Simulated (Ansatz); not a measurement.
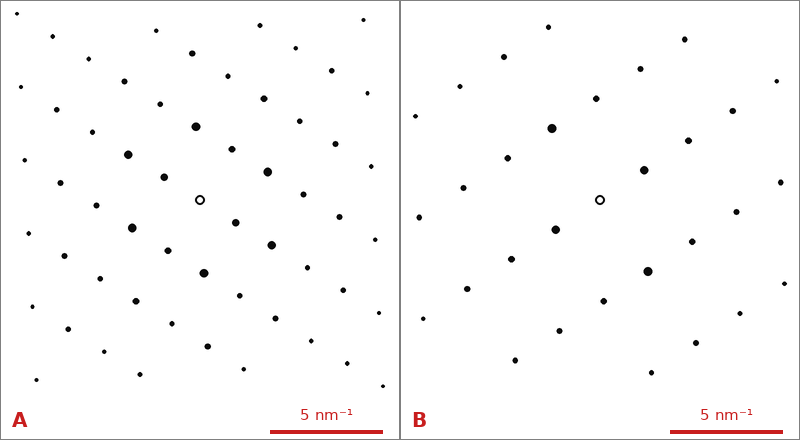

Kinematic electron diffraction patterns (120 kV, B = 0.5 Å², same scale, each along a low-index zone) of two structures of composition RbLi3, each relaxed at zero pressure with DFT PBE, scalar-relativistic, plane waves, PAW (Ansatz 0.2.0).

The structures (standard cells):
1. P6_3/mmc (No. 194), a = 8.342 Å, c = 5.160 Å (hexagonal axes), 8 atoms; generated start, possibly hypothetical
2. Pm-3m (No. 221), a = 5.248 Å, 4 atoms; generated start, possibly hypothetical

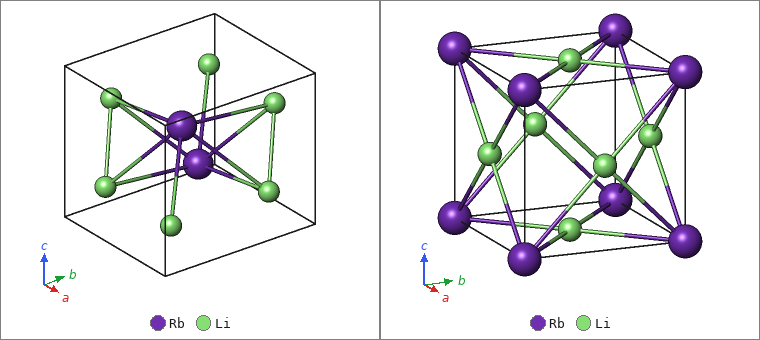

Drawings of the structures 1 to 2, from left to right (each may span several cells).

Q: Which pattern belongs to which structure, and along which zone?

A: A is structure 2 along [110] or an equivalent direction: rectangular net of 0 0 1 at d = 5.25 Å and 1 -1 0 at d = 3.71 Å, 90.0° apart. B is structure 1 along [210] or an equivalent direction: rectangular net of 1 -2 0 at d = 4.17 Å and 0 0 2 at d = 2.58 Å, 90.0° apart (some points of this net are extinct or too weak to see).

Q: Which structure lies lowest at this level of theory, and by how much?

A: Structure 1 (P6_3/mmc, 38.87 Å³ an atom) is the lowest of these; structure 2 (Pm-3m, 36.14 Å³ an atom) lies about 110 meV an atom higher. These are static energies at 0 K; other structures, not shown, may lie lower still.
